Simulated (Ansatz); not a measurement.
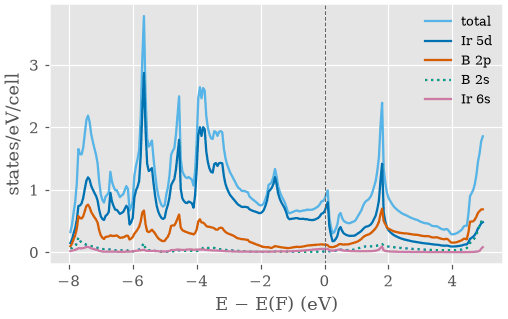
*Total and projected density of states of BIr in space group P-6m2 (No. 187; B on 1b, Ir on 1e), DFT-LDA in the program Ansatz with PAW potentials*

Problem. Which orbitals carry the states next to the Fermi level?

Solution. Within 0.5 eV of the Fermi level: Ir 5d 73 %, B 2p 17 %, Ir 6s 6 %. Projections are on Löwdin-orthogonalised atomic valence shells; empty p or d shells of many metals are not among them.

Problem. Where is the tallest occupied peak in this window, and what makes it?

Solution. Near -5.7 eV, about 3.8 states/eV per cell; the largest projected share is Ir 5d.

The first step of the workflow began from a Materials Project structure, measured or hypothetical; the Crystallography Open Database copy checked does not list it. Whether it is the stable phase at ambient conditions was not checked. The cell was relaxed with LDA under the symmetry of its start. At this level the phase is mechanically unstable. The run is not spin-polarised. Spin–orbit coupling is left out wherever it is not named.

Potentials: the later of the program's two PAW sets.
